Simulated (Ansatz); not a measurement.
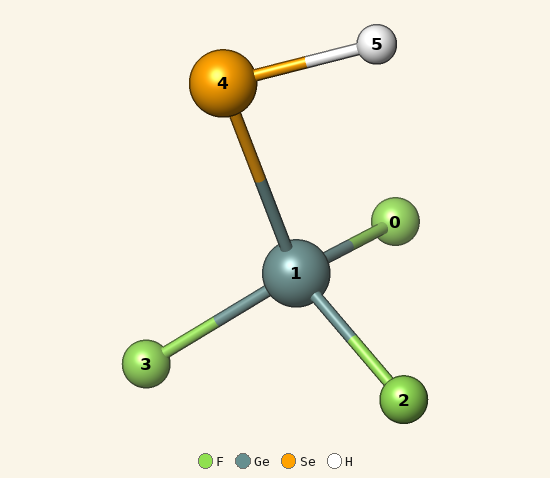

Starting geometry of the run. Atoms are numbered from 0, in the order of the input.

The calculation was set up as follows.

```yaml
crystal:
  periodic: [false, false, false]
  atoms:
    - {symbol: F, position_ang: [0.690275, -0.727213, 1.812050]}
    - {symbol: Ge, position_ang: [0.154697, -0.546911, -0.017217]}
    - {symbol: F, position_ang: [-1.597214, -1.316756, -0.078300]}
    - {symbol: F, position_ang: [1.298461, -1.684438, -1.045577]}
    - {symbol: Se, position_ang: [0.290723, 1.856618, -0.932595]}
    - {symbol: H, position_ang: [-0.789790, 2.347019, 0.210120]}
basis:
  gaussian: {orbitals: aug-pcseg-2}
hamiltonian: {xc: {name: wB97X-V}}
output: {forces: true}
```

It was started with:

```sh
ansatz run in.yaml --threads 4 --pin off --events-out ev --progress --plain --max-ram 10444MiB
```

Result:

```
Functional definition: wB97X-V
  name "wB97X-V"
  cite "Mardirossian & Head-Gordon, Phys. Chem. Chem. Phys. 16, 9904 (2014) doi:10.1039/C3CP54374A"
  cite "Becke, J. Chem. Phys. 107, 8554 (1997) doi:10.1063/1.475007"
  cite "Vydrov & Van Voorhis, J. Chem. Phys. 133, 244103 (2010) doi:10.1063/1.3521275"
  parameter omega = 0.3/bohr
  parameter cx = 0.167
  parameter cx1 = 0.603
  parameter cx2 = 1.194
  parameter css0 = 0.556
  parameter css1 = -0.257
  parameter cos0 = 1.219
  parameter cos1 = -1.850
  parameter b = 6.0
  parameter c = 0.01
  exchange = spin_sum(e_x_unif_sr(omega)*poly(b97_u_x, 1 - cx, cx1, cx2)) + cx*exact_x_sr(omega) + exact_x_lr(omega)
  correlation = spin_sum(e_c_pw_same_spin*poly(b97_u_same, css0, css1))
      + integral(e_c_pw_opposite_spin*poly(b97_u_opposite, cos0, cos1)) + vv10(b, c)
1562 factors; their error is unknown
442 factors; integrals over basis functions are off by at most 3.4e-5 eV
mean field evaluation 1: about -130021.7456 eV, gradient 6.2e1 eV
mean field evaluation 2: about -130016.1653 eV, gradient 9.3e1 eV
mean field evaluation 4: about -130028.1608 eV, gradient 1.3e0 eV
mean field evaluation 8: about -130028.1652 eV, gradient 4.9e-2 eV
mean field evaluation 16: about -130028.5857 eV, gradient 1.5e-4 eV
mean field -130028.58568912 eV, -4778.4623875343 hartree, gradient 7.8e-5 eV, S^2 0.000000; 0 other end points of the search recorded, 0 dependent functions left out
the calculation of the forces begins
reference -130028.58568564 eV, -4778.4623874064 hartree; 47, 47 occupied and 232, 232 virtual orbitals, 1562 factors
Total energy: -130028.58568564 eV, -4778.4623874064 hartree
Atom 0 at     0.690275    -0.727213     1.812050 Å, force    -1.118350     0.366564    -3.828223 eV/Å
Atom 1 at     0.154697    -0.546911    -0.017217 Å, force    -0.039783    -1.952461     0.658124 eV/Å
Atom 2 at    -1.597214    -1.316756    -0.078300 Å, force     3.668933     1.600208     0.127987 eV/Å
Atom 3 at     1.298461    -1.684438    -1.045577 Å, force    -2.397813     2.354237     2.165253 eV/Å
Atom 4 at     0.290723     1.856618    -0.932595 Å, force    -1.872796    -1.505318     2.717700 eV/Å
Atom 5 at    -0.789790     2.347019     0.210120 Å, force     1.759807    -0.863231    -1.840841 eV/Å
Dipole moment:    -0.054339     0.888319    -0.212701 e Å
```

Self-consistency was reached.
